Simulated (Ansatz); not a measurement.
This input was run:

```
crystal:
  lattice:
    - [2.7369673168, 0.0, 0.0]
    - [0.0, 2.7369673168, 0.0]
    - [0.0, 0.0, 24.676640748]
  atoms:
    - { symbol: Ir, position: [0.5, 0.5, 0.3039311581] }
    - { symbol: Ir, position: [0.0, 0.0, 0.3823586948] }
    - { symbol: Ir, position: [0.5, 0.5, 0.4607862316] }
    - { symbol: Ir, position: [0.0, 0.0, 0.5392137684] }
    - { symbol: Ir, position: [0.5, 0.5, 0.6176413052] }
    - { symbol: Ir, position: [0.0, 0.0, 0.6960688419] }
basis:
  ecutwfc: 420
kpoints:
  mp_grid: { grid: [19, 19, 1] }
hamiltonian:
  xc: pbe
scf:
  occupations: { method: gaussian, width: 0.1 }
output:
  forces: true
  stress: true
  eigenvalues: true
efield:
  axis: 3
  dipole_correction: true
  ramp_width: 0.04
```

Run as:
```bash
ansatz run input.yaml --threads 2 --pin off --max-ram 5632MiB --backend cpu --events-out ev --progress --plain --runs-dir out
```

What does the potential across the slab give for the work function?

The work function is 5.56 eV, the same on both faces. The two vacuum levels agree, so the slab has no net dipole along its normal. The outermost atoms are 9.7 Å apart, which leaves 15.0 Å of vacuum in a cell 24.7 Å high.

The atoms aren't at rest in this cell (largest force 1.0 eV/Å), so the relaxed material can differ. Spin-orbit coupling is left out, which matters for Ir.

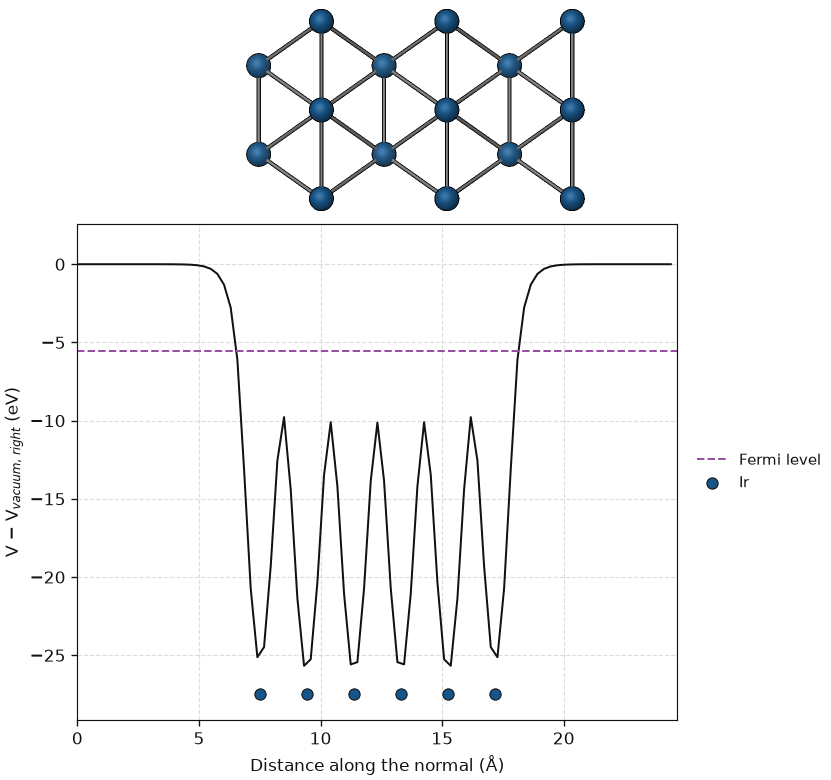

Plane-averaged electrostatic potential energy of an electron across the slab; circles at the bottom mark the heights of the atoms. The structure is drawn too.
